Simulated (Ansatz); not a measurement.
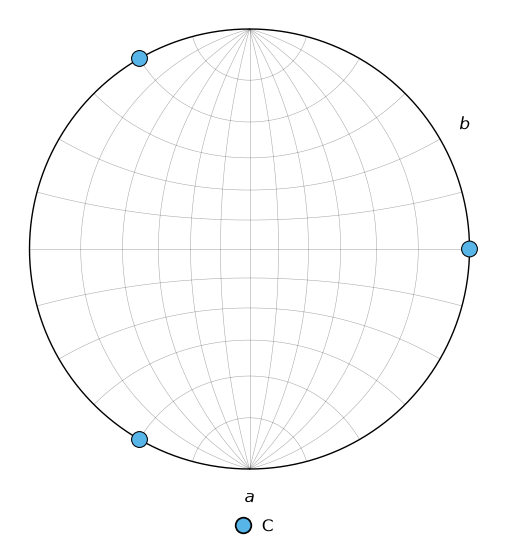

Directions from one carbon atom at (0, 0, 1/4) to its bonded neighbours, in stereographic projection down c (filled: above the plane of the page or in it, open: below). Crystal: C, coordinates from a relaxation at fixed volume with DFT PBE, spin-orbit coupling, plane waves, PAW (Ansatz). Geometry calculated from the standardised cell; symmetry tolerance 0.002 Å.

Neighbours are counted up to 1.76 Å for C.

```yaml
crystal:
  lattice:
    - [2.46637, 0.00000, 0.00000]
    - [-1.23318, 2.13594, 0.00000]
    - [0.00000, 0.00000, 9.53080]
  atoms:
    - { symbol: C, position: [0.00000, 0.00000, 0.25000] }
    - { symbol: C, position: [0.00000, 0.00000, 0.75000] }
    - { symbol: C, position: [0.33333, 0.66667, 0.25000] }
    - { symbol: C, position: [0.66667, 0.33333, 0.75000] }
```

How many neighbours are there, and at what angles?

3: 3 C at 1.42 Å. Angles between bonds: 120° (3×).

What is the site's symmetry in the crystal?

Point group -6m2 (D3h), order 12: one −6 axis, three twofold axes, four mirror planes. In No. 194, P6_3/mmc this is Wyckoff position 2b.
